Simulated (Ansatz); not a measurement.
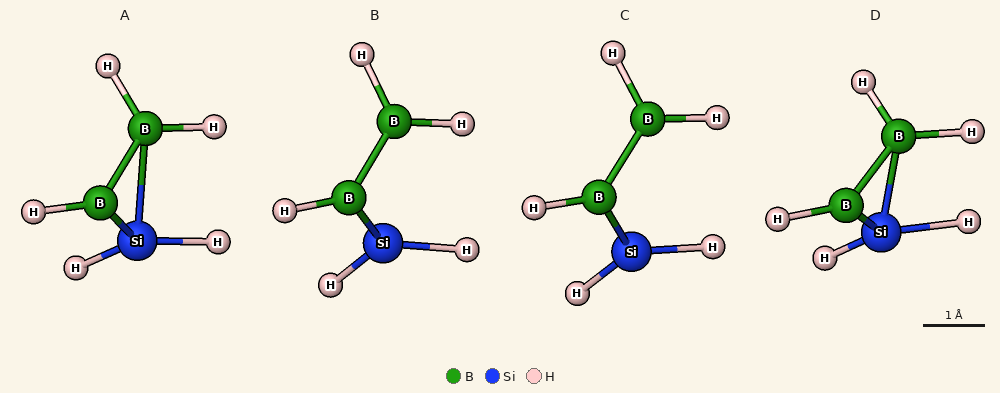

4 geometries from one relaxation of B2SiH5 (charge −1), in shuffled order. Style: ball-and-stick. Shown at a tilt.

It is one of the separated reactants of a reaction.

Theory: RKS PBE-D4/def2-SVPD (Ansatz). Settings: force threshold 0.03 eV/Å; at most 250 steps.

> Order the frames from highest to lowest energy.

D, A, B, C. They are steps 0, 2, 4, 14, at +476.0 kJ/mol, +33.3 kJ/mol, +2.77 kJ/mol relative to the last. The atom that moves furthest after the best rigid fit is an H atom (0.70 Å). Largest moves by element: H 0.70 Å, Si 0.37 Å, B 0.35 Å. Among the contacts that change: B–Si 1.734 → 2.439 Å, B–Si 1.549 → 1.899 Å, H–Si 1.330 → 1.538 Å, B–H 1.095 → 1.237 Å. Bonds break, among them: B–Si (1.73 → 2.44 Å). Among the angles between lasting bonds that change: B–B–Si 66.3° → 87.1°, B–Si–H 112.8° → 127.7°, H–Si–H 114.7° → 103.9°. The energy falls by 476.0 kJ/mol in 11 accepted moves (14 points after the start). Largest force component: 13 eV/Å at the start, 0.0042 eV/Å at the end. The line search rejected the trial steps at points 8, 11, 13 of the run. Cost: 19 s on 2 threads of Intel Xeon 6975P-C (shared host).
